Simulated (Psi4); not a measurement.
# AlBrCl (SMILES [Cl][Al][Br]) at 4 levels

Aim: a comparison of 4 runs (UHF/def2-SVP, UB3LYP/6-31G*, UPBE0/def2-SVP, U-wB97X-D3(BJ)/cc-pVTZ) of AlBrCl. 

Program for the calculation: Psi4 1.11.

4 further runs of the same task are left out: 1 for a known fault of the program, 2 that didn't finish, 1 set aside as unsound or not needed.

**1. The molecule**

AlBrCl has 3 atoms, charge 0, and is taken as a doublet. SMILES: `[Cl][Al][Br]`. The shape is that of a PBE0-D4/def2-TZVP optimisation.

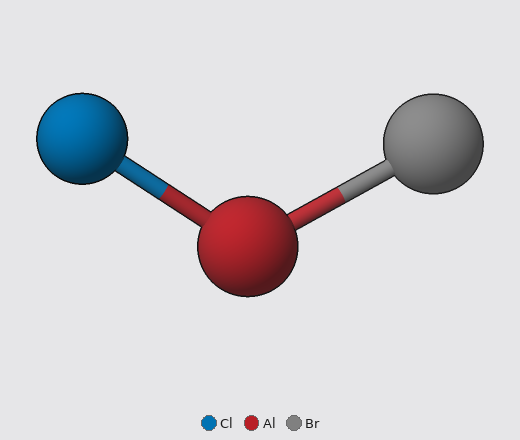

Viewed from a chosen angle; chlorine blue, aluminium red, bromine grey.

**2. Energy and gradient at UHF/def2-SVP (run 1)**

Contents of calc.py:

```python
import psi4

psi4.set_memory('1600 MB')
psi4.set_num_threads(1)
psi4.core.set_output_file('psi4.out', False)

mol = psi4.geometry("""
0 2
Cl     0.439900     1.761100     0.423900
Al    -0.648100     0.131300    -0.337700
Br     0.197100    -1.957200    -0.099400
symmetry c1
""")

psi4.set_options({
    'basis': 'def2-SVP',
    'reference': 'uhf',
    'puream': True,
    'e_convergence': 1e-09,
    'd_convergence': 1e-08,
    'scf_type': 'pk',
    'maxiter': 200,
})

e, wfn = psi4.gradient("scf", return_wfn=True)
psi4.oeprop(wfn, "WIBERG_LOWDIN_INDICES", "LOWDIN_CHARGES", "DIPOLE", title="SCF")
print('gradient / Eh bohr^-1')
print(e.np.round(6))
print(f'energy = {wfn.energy():.10f} Eh')
```

The run is started by

```console
$ python calc.py
```

psi4.out:

```text
[...]
  Running in c1 symmetry.
[...]
  Nuclear repulsion =  245.578057614561970
[...]
  Multiplicity = 2
[...]
  Nalpha       = 33
  Nbeta        = 32
[...]
    Number of basis functions: 68
[...]
   @UHF iter   1: -3273.18846184596259   -1.90359e+00   1.58965e-02 ADIIS/DIIS
[...]
   @UHF iter  13: -3273.41576367944435   -3.18323e-12   5.60284e-09 DIIS
[...]
   @S^2 Observed:                7.537619988E-01
[...]
    Orbital Energies [Eh]
    ---------------------
    Alpha Occupied:
       1A   -489.968290     2A   -104.785913     3A    -65.137056
       4A    -58.542382     5A    -58.508950     6A    -58.507794
       7A    -58.507747     8A    -10.549964     9A     -9.828825
      10A     -8.025614    11A     -8.021875    12A     -8.021742
      13A     -7.443585    14A     -7.437976    15A     -7.437616
      16A     -4.973866    17A     -3.290265    18A     -3.287348
      19A     -3.286277    20A     -3.184056    21A     -3.182457
      22A     -3.181851    23A     -3.177434    24A     -3.177416
      25A     -1.085534    26A     -1.008583    27A     -0.583916
      28A     -0.507198    29A     -0.480808    30A     -0.475890
      31A     -0.431756    32A     -0.429634    33A     -0.337219
[...]
  @UHF Final Energy: -3273.41576367944435
   => Energetics <=
    Nuclear Repulsion Energy =            245.5780576145619705
    One-Electron Energy =               -5044.8556871415767091
    Two-Electron Energy =                1525.8618658475709253
    Total Energy =                      -3273.4157636794443533
  UHF NO Occupations:
  HONO-2 :   31  A 1.9996680
  HONO-1 :   32  A 1.9988301
[...]
  -Total Gradient:
     Atom            X                  Y                   Z
    ------   -----------------  -----------------  -----------------
       1       -0.001649734823    -0.001898221361    -0.000000000005
       2        0.002303916403     0.000524746001     0.000000000010
       3       -0.000654181580     0.001373475036    -0.000000000005
[...]
 Multipole Moments:
 ------------------------------------------------------------------------------------
     Multipole            Electronic (a.u.)      Nuclear  (a.u.)        Total (a.u.)
 ------------------------------------------------------------------------------------
 L = 1.  Multiply by 2.5417464519 to convert [e a0] to [Debye]
 Dipole X            :         -0.6051798           -0.1342172           -0.7393971
 Dipole Y            :         -8.1516724            8.2814598            0.1297874
 Dipole Z            :          0.0000000           -0.0000000            0.0000000
 Magnitude           :                                                    0.7507015
[...]
```

On the terminal:

```text
gradient / Eh bohr^-1
[[-0.00165  -0.001898 -0.      ]
 [ 0.002304  0.000525  0.      ]
 [-0.000654  0.001373 -0.      ]]
energy = -3273.4157636794 Eh
```

Wall time 4.8 s (1 thread of AMD EPYC 7B13 (Zen 3), shared host); peak memory 0.24 GiB.

**3. A single-point energy at UB3LYP/6-31G(d) (spherical functions) (run 2)**

Contents of albrcl.xyz:

```xyz
3
AlBrCl
Cl     0.439900     1.761100     0.423900
Al    -0.648100     0.131300    -0.337700
Br     0.197100    -1.957200    -0.099400
```

Contents of run.py:

```python
import numpy as np
from ase.calculators.psi4 import Psi4
from ase.io import read

mol = read('albrcl.xyz')
calc = Psi4(atoms=mol, method='b3lyp', basis='6-31G*', memory='1600MB', num_threads=1, charge=0, multiplicity=2, label='albrcl', reference='uks')
calc.psi4.set_options({'puream': True, 'e_convergence': 1e-09, 'd_convergence': 1e-08, 'scf_type': 'pk', 'dft_radial_points': 99, 'dft_spherical_points': 590, 'maxiter': 200})
mol.calc = calc

print(f'energy: {mol.get_potential_energy():.6f} eV')
```

The run is started by

```console
$ python run.py
```

albrcl.dat:

```text
[...]
  Running in c1 symmetry.
[...]
  Nuclear repulsion =  245.578057614561942
[...]
  Multiplicity = 2
[...]
  Nalpha       = 33
  Nbeta        = 32
[...]
    Number of basis functions: 68
[...]
   @UKS iter   1: -3276.24161077968438   -1.30317e+00   2.18987e-02 DIIS/ADIIS
[...]
   @UKS iter  12: -3276.59848094883682   -5.45697e-12   7.93988e-09 DIIS
[...]
   @S^2 Observed:                7.517119339E-01
[...]
    Orbital Energies [Eh]
    ---------------------
    Alpha Occupied:
       1A   -482.820110     2A   -101.525310     3A    -62.516223
       4A    -56.334373     5A    -56.332624     6A    -56.332384
       7A    -56.118524     8A     -9.459509     9A     -8.713251
      10A     -7.219468    11A     -7.214693    12A     -7.214166
      13A     -6.539171    14A     -6.532923    15A     -6.532079
      16A     -4.209329    17A     -2.763219    18A     -2.761256
      19A     -2.759768    20A     -2.633945    21A     -2.632257
      22A     -2.631586    23A     -2.626786    24A     -2.626758
      25A     -0.826359    26A     -0.781877    27A     -0.444763
      28A     -0.381441    29A     -0.348436    30A     -0.347981
      31A     -0.318072    32A     -0.313063    33A     -0.236056
[...]
  @UKS Final Energy: -3276.59848094883682
   => Energetics <=
    Nuclear Repulsion Energy =            245.5780576145619420
    One-Electron Energy =               -5044.1432640960756544
    Two-Electron Energy =                1633.2400057137388103
    DFT Exchange-Correlation Energy =    -111.2732801810620344
    Empirical Dispersion Energy =           0.0000000000000000
    VV10 Nonlocal Energy =                  0.0000000000000000
    Total Energy =                      -3276.5984809488372775
[...]
 Multipole Moments:
 ------------------------------------------------------------------------------------
     Multipole            Electronic (a.u.)      Nuclear  (a.u.)        Total (a.u.)
 ------------------------------------------------------------------------------------
 L = 1.  Multiply by 2.5417464519 to convert [e a0] to [Debye]
 Dipole X            :         -0.0759455           -0.4819422           -0.5578877
 Dipole Y            :         -8.1875025            8.2461848            0.0586823
 Dipole Z            :         -0.9035709            0.6072554           -0.2963155
 Magnitude           :                                                    0.6344172
[...]
```

Standard output:

```text
energy: -89160.786112 eV
```

Run time: 11 s. Hardware: 1 thread of AMD EPYC 7B13 (Zen 3), shared host; peak memory 0.52 GiB.

Run 3 isn't shown in full; the table further down has it.

**4. Energy and one-electron properties at U-wB97X-D3(BJ)/cc-pVTZ (density fitting) (run 4)**

Contents of albrcl.sdf:

```

     RDKit          3D

  3  2  0  0  0  0  0  0  0  0999 V2000
    0.4399    1.7611    0.4239 Cl  0  0  0  0  0  0  0  0  0  0  0  0
   -0.6481    0.1313   -0.3377 Al  0  0  0  0  0  2  0  0  0  0  0  0
    0.1971   -1.9572   -0.0994 Br  0  0  0  0  0  0  0  0  0  0  0  0
  2  1  1  0
  3  2  1  0
M  RAD  1   2   2
M  END
$$$$
```

Contents of calc.py:

```python
import psi4
from rdkit import Chem

psi4.set_memory(1600000000)
psi4.set_num_threads(1)
psi4.core.set_output_file('run.log', False)

rd = Chem.SDMolSupplier('albrcl.sdf', removeHs=False, sanitize=False)[0]
xyz = rd.GetConformer().GetPositions()
atoms = '\n'.join(f'{a.GetSymbol()} {x:.4f} {y:.4f} {z:.4f}' for a, (x, y, z) in zip(rd.GetAtoms(), xyz))
mol = psi4.geometry('0 2\n' + atoms + '\nno_reorient\nno_com')

options = {'reference': 'uks', 'scf_type': 'df'}
psi4.set_options(options)

result, w = psi4.energy("wb97x-d3bj/cc-pVTZ", return_wfn=True)
psi4.oeprop(w, "MAYER_INDICES", "DIPOLE", "NO_OCCUPATIONS", "WIBERG_LOWDIN_INDICES", title="WB97X-D3BJ")
print('E =', round(result, 9))
```

The run is started by

```console
$ python calc.py
```

run.log:

```text
[...]
  Running in c1 symmetry.
[...]
  Nuclear repulsion =  245.578057614561942
[...]
  Multiplicity = 2
[...]
  Nalpha       = 33
  Nbeta        = 32
[...]
    Number of basis functions: 111
[...]
   @DF-UKS iter   1: -3276.62758123724234   -1.57468e+00   1.03215e-02 ADIIS/DIIS
[...]
   @DF-UKS iter   9: -3276.90108600140456   -6.97796e-08   4.60206e-07 DIIS
[...]
   @S^2 Observed:                7.522811661E-01
[...]
    Orbital Energies [Eh]
    ---------------------
    Alpha Occupied:
       1A   -482.664495     2A   -101.547817     3A    -62.539177
       4A    -56.343940     5A    -56.342363     6A    -56.342122
       7A    -56.158835     8A     -9.565519     9A     -8.804142
      10A     -7.318269    11A     -7.314402    12A     -7.313856
      13A     -6.629453    14A     -6.624528    15A     -6.623722
      16A     -4.324205    17A     -2.870624    18A     -2.867669
      19A     -2.865745    20A     -2.752690    21A     -2.751454
      22A     -2.750791    23A     -2.746977    24A     -2.746954
      25A     -0.954150    26A     -0.906399    27A     -0.553325
      28A     -0.482510    29A     -0.456235    30A     -0.454555
      31A     -0.419482    32A     -0.414699    33A     -0.321293
[...]
  @DF-UKS Final Energy: -3276.90108600140456
   => Energetics <=
    Nuclear Repulsion Energy =            245.5780576145619420
    One-Electron Energy =               -5044.7782861986879652
    Two-Electron Energy =                1629.1287197455176283
    DFT Exchange-Correlation Energy =    -106.8112179733277713
    Empirical Dispersion Energy =          -0.0183591894674025
    VV10 Nonlocal Energy =                  0.0000000000000000
    Total Energy =                      -3276.9010860014041100
[...]
 Multipole Moments:
 ------------------------------------------------------------------------------------
     Multipole            Electronic (a.u.)      Nuclear  (a.u.)        Total (a.u.)
 ------------------------------------------------------------------------------------
 L = 1.  Multiply by 2.5417464519 to convert [e a0] to [Debye]
 Dipole X            :        -11.7532958           11.2467050           -0.5065908
 Dipole Y            :         69.7244620          -69.6485020            0.0759601
 Dipole Z            :          0.9858290           -1.2525105           -0.2666815
 Magnitude           :                                                    0.5775146
[...]
```

The script printed:

```text
E = -3276.901086001
```

Wall time 18 s (1 thread of AMD EPYC 7B13 (Zen 3), shared host); peak memory 0.94 GiB.

**5. Overview of the runs**

| run | level | task | integration grid | energy (Eh) | dipole moment (D) | HOMO energy (eV) | LUMO energy (eV) | wall time |
| --- | --- | --- | --- | --- | --- | --- | --- | --- |
| 1 | UHF/def2-SVP | gradient | – | -3273.415764 | 1.91 | -9.18 | 0.07 | 4.8 s |
| 2 | UB3LYP/6-31G* (spherical functions) | energy | 99 radial × 590 angular | -3276.598481 | 1.61 | -6.42 | -3.77 | 11 s |
| 3 | UPBE0/def2-SVP | energy | 99 radial × 590 angular | -3275.788397 | 1.47 | -6.57 | -3.32 | 11 s |
| 4 | U-wB97X-D3(BJ)/cc-pVTZ (density fitting) | properties | 75 radial × 302 angular | -3276.901086 | 1.47 | -8.74 | -1.78 | 18 s |

**6. Outcome**

```
                                 quantity           value
                      run 4: total energy  -3276.90109 Eh
                     run 4: dipole moment          1.47 D
run 4: HOMO energy (highest over α and β)        -8.74 eV
 run 4: LUMO energy (lowest over α and β)        -1.78 eV
                 run 4: dispersion energy   -48.20 kJ/mol
                              run 4: ⟨S²⟩           0.752
```

In words: The dipole moment (its size) runs from 1.47 D (U-wB97X-D3(BJ)/cc-pVTZ) to 1.91 D (UHF/def2-SVP). The two ends differ in method and basis. Totals of different functionals can't be ranked against each other. All runs together took 44 s, the longest 18 s.
